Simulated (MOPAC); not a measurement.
# Single-point calculation, with input and output: CH3F2OSb (charge +1)

System: CH3F2OSb, charge +1, multiplicity 2.
Method: PM7, unrestricted, dispersion built in (MOPAC 23.2.5).

The geometry was optimised with PM7.

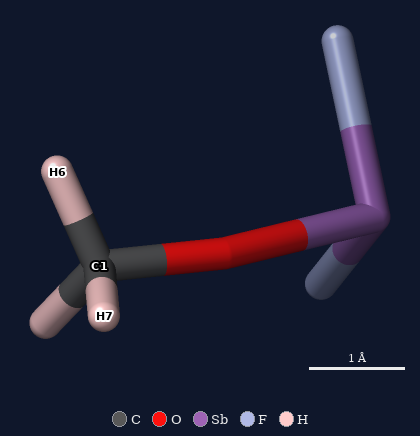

Figure 1. The input geometry (stick view, seen at a tilt; atoms are numbered from 1 in the order of the input). Sticks mark near contacts. Bond lengths as drawn: C–H 1.10 Å, C–O 1.39 Å, F–Sb 1.93 Å and O–Sb 1.90 Å.

Input file (ch3f2osb.mop)
```
PM7 DOUBLET 1SCF DISP CHARGE=1 AUX(PRECISION=9) THREADS=1
energy of CH3F2OSb

C     -0.394433 1    -0.928370 1     1.089874 1
O      0.446747 1    -0.422998 1     0.101318 1
Sb     1.249542 1     0.571788 1    -1.306477 1
F     -0.264133 1     0.585663 1    -2.507838 1
F      0.953481 1     2.336481 1    -0.576496 1
H     -0.558246 1    -0.151595 1     1.854296 1
H      0.118740 1    -1.800918 1     1.526681 1
H     -1.349937 1    -1.229766 1     0.630852 1
```

Launch command:
```bash
mopac ch3f2osb.mop
```

Log
```
MOPAC v23.2.5
PM7 CALCULATION RESULTS

 *  PM7        - The PM7 Hamiltonian to be used
 *  DOUBLET    - SPIN STATE DEFINED AS A DOUBLET
 *
 *
 *
 *                 CHARGE ON SYSTEM = +1
 *
 *
 *
 *  1SCF       - DO 1 SCF AND THEN STOP
 *  THREADS=1  - MULTI-THREADING NOT USED
 *  AUX        - OUTPUT AUXILIARY INFORMATION
 *  DISP       - PRINT DISPERSION AND HYDROGEN BOND ENERGIES
PM7 DOUBLET 1SCF DISP CHARGE=1 AUX(PRECISION=9) THREADS=1
 energy of CH3F2OSb

   ATOM   CHEMICAL          X               Y               Z
  NUMBER   SYMBOL      (ANGSTROMS)     (ANGSTROMS)     (ANGSTROMS)

     1       C         -0.39443300  *  -0.92837000  *   1.08987400  *
     2       O          0.44674700  *  -0.42299800  *   0.10131800  *
     3      Sb          1.24954200  *   0.57178800  *  -1.30647700  *
     4       F         -0.26413300  *   0.58566300  *  -2.50783800  *
     5       F          0.95348100  *   2.33648100  *  -0.57649600  *
     6       H         -0.55824600  *  -0.15159500  *   1.85429600  *
     7       H          0.11874000  *  -1.80091800  *   1.52668100  *
     8       H         -1.34993700  *  -1.22976600  *   0.63085200  *

          CARTESIAN COORDINATES

    NO.       ATOM           X           Y           Z

     1         C         -0.3944     -0.9284      1.0899
     2         O          0.4467     -0.4230      0.1013
     3        Sb          1.2495      0.5718     -1.3065
     4         F         -0.2641      0.5857     -2.5078
     5         F          0.9535      2.3365     -0.5765
     6         H         -0.5582     -0.1516      1.8543
     7         H          0.1187     -1.8009      1.5267
     8         H         -1.3499     -1.2298      0.6309

           Empirical Formula: C H3 O Sb F2  =     8 atoms

      MOLECULAR POINT GROUP   :   Cs

 DOUBLET STATE CALCULATION

          UHF CALCULATION, NO. OF ALPHA ELECTRONS =   16
                           NO. OF BETA  ELECTRONS =   15

 -------------------------------------------------------------------------------
 PM7 DOUBLET 1SCF DISP CHARGE=1 AUX(PRECISION=9) THREADS=1
 energy of CH3F2OSb

     1SCF WAS SPECIFIED, SO BFGS WAS NOT USED
     SCF FIELD WAS ACHIEVED

                              PM7 CALCULATION

          FINAL HEAT OF FORMATION =         88.91234 KCAL/MOL =     372.00924 KJ/MOL

          TOTAL ENERGY            =     -34662.78930 KCAL/MOL = ELECTRONIC ENERGY + CORE-CORE REPULSION
          ENERGY OF ATOMS         =      34752.01877 KCAL/MOL
                              SUM =         89.22946 KCAL/MOL
          DISPERSION ENERGY       =         -0.31712 KCAL/MOL
                              SUM =         88.91234 KCAL/MOL = FINAL HEAT OF FORMATION

          TOTAL ENERGY            =      -1503.12081 EV
          ELECTRONIC ENERGY       =      -3721.77743 EV
          CORE-CORE REPULSION     =       2218.65662 EV
          COSMO AREA              =        129.48 SQUARE ANGSTROMS
          COSMO VOLUME            =        118.77 CUBIC ANGSTROMS

          IONIZATION POTENTIAL    =         16.673844 EV
          ALPHA SOMO LUMO (EV)    =        -16.751 -6.822
          BETA  SOMO LUMO (EV)    =        -16.674-10.325
          NO. OF ALPHA ELECTRONS  =         16
          NO. OF BETA  ELECTRONS  =         15
          MOLECULAR WEIGHT        =        190.7809         POINT GROUP:  Cs

          MOLECULAR DIMENSIONS (Angstroms)

            Atom       Atom       Distance
            H     7    F     5     4.71574
            H     6    F     4     3.55887
           Sb     3    H     8     2.16137

          SCF CALCULATIONS        =          1

          WALL-CLOCK TIME         =      0.016 SECONDS
          COMPUTATION TIME        =      0.013 SECONDS

   ATOM   CHEMICAL          X               Y               Z
  NUMBER   SYMBOL      (ANGSTROMS)     (ANGSTROMS)     (ANGSTROMS)

     1       C         -0.39443300  *  -0.92837000  *   1.08987400  *
     2       O          0.44674700  *  -0.42299800  *   0.10131800  *
     3      Sb          1.24954200  *   0.57178800  *  -1.30647700  *
     4       F         -0.26413300  *   0.58566300  *  -2.50783800  *
     5       F          0.95348100  *   2.33648100  *  -0.57649600  *
     6       H         -0.55824600  *  -0.15159500  *   1.85429600  *
     7       H          0.11874000  *  -1.80091800  *   1.52668100  *
     8       H         -1.34993700  *  -1.22976600  *   0.63085200  *

                             CARTESIAN COORDINATES

   1    C       -0.394433000    -0.928370000     1.089874000
   2    O        0.446747000    -0.422998000     0.101318000
   3   Sb        1.249542000     0.571788000    -1.306477000
   4    F       -0.264133000     0.585663000    -2.507838000
   5    F        0.953481000     2.336481000    -0.576496000
   6    H       -0.558246000    -0.151595000     1.854296000
   7    H        0.118740000    -1.800918000     1.526681000
   8    H       -1.349937000    -1.229766000     0.630852000

           Empirical Formula: C H3 O Sb F2  =     8 atoms

      MOLECULAR POINT GROUP   :   Cs

          ALPHA EIGENVALUES
 -44.19803 -43.94929 -39.44984 -32.07951 -27.33365 -23.81289 -22.99138 -22.84015
 -20.10010 -19.89549 -19.89064 -19.52884 -19.28930 -18.94795 -18.51365 -16.75128
  -6.82207  -5.02609  -4.99503  -3.23339  -1.42457  -0.92431  -0.63514  17.51562
  17.72583  17.89311  18.55410  18.66425

           BETA EIGENVALUES
 -44.13858 -43.87713 -37.08319 -31.52955 -26.83585 -22.54705 -22.53600 -21.65221
 -20.11857 -19.89439 -19.74347 -19.55702 -18.88349 -18.07305 -16.67384 -10.32454
  -6.48418  -4.93977  -4.86527  -2.84132  -1.09464  -0.79551  -0.54547  17.57923
  17.73981  17.91288  18.60787  18.66641

              NET ATOMIC CHARGES AND DIPOLE CONTRIBUTIONS

  ATOM NO.   TYPE          CHARGE      No. of ELECS.   s-Pop       p-Pop       d-Pop
    1          C          -0.030431        4.0304     1.11858     2.91185
    2          O          -0.376398        6.3764     1.76272     4.61368
    3         Sb           1.642306        3.3577     1.93764     1.19967     0.22038
    4          F          -0.479075        7.4791     1.94187     5.53721
    5          F          -0.477341        7.4773     1.94193     5.53541
    6          H           0.220464        0.7795     0.77954
    7          H           0.281621        0.7184     0.71838
    8          H           0.218855        0.7811     0.78114
 DIPOLE           X         Y         Z       TOTAL
 POINT-CHG.     1.504    -7.802     6.144    10.044
 HYBRID        -0.348     0.747    -0.460     0.944
 SUM            1.156    -7.054     5.683     9.132

          ATOMIC ORBITAL ELECTRON POPULATIONS

     Atom    s        px        py        pz      x^2-y^2     xz        z^2       yz        xy
    1  C   1.11858   0.93260   1.04216   0.93709
    2  O   1.76272   1.43464   1.55043   1.62860
    3 Sb   1.93764   0.45510   0.40104   0.34354   0.03963   0.04436   0.04539   0.05209   0.03891
    4  F   1.94187   1.77123   1.95093   1.81505
    5  F   1.94193   1.94502   1.68697   1.90342
    6  H   0.77954
    7  H   0.71838
    8  H   0.78114

                    (SZ)    =    0.500000
                    (S**2)  =    0.757049

          ATOMIC ORBITAL SPIN POPULATIONS

    Atom   Total    s     px     py     pz   x^2-y^2  xz     z^2    yz     xy
         Atomic
    1  C  0.0962 -0.010  0.075  0.053 -0.022
    2  O  0.6760  0.037  0.304  0.306  0.030
    3 Sb -0.0413  0.006 -0.026 -0.009 -0.013  0.001  0.001 -0.001 -0.001 -0.000
    4  F  0.0252 -0.000  0.006 -0.001  0.019
    5  F  0.0278 -0.000 -0.001  0.031 -0.001
    6  H  0.0389  0.039
    7  H  0.1409  0.141
    8  H  0.0362  0.036

 *                    *
 * JOB ENDED NORMALLY *
 *                    *

 TOTAL JOB TIME:             0.02 SECONDS

 == MOPAC DONE ==
```

Results in brief

| quantity | value |
| --- | --- |
| outcome | converged |
| total energy | −55.238671 hartree |
| dispersion energy | −0.000505 hartree |
| heat of formation | 88.91 kcal/mol |
| basis functions | 28 |
| ⟨S²⟩ | 0.757 |
| hardware | 1 thread of Arm Neoverse V1, 24 GiB of memory available, shared host |
| peak memory | 0.092 GiB |

Notes

MOPAC's energies along a path are heats of formation.
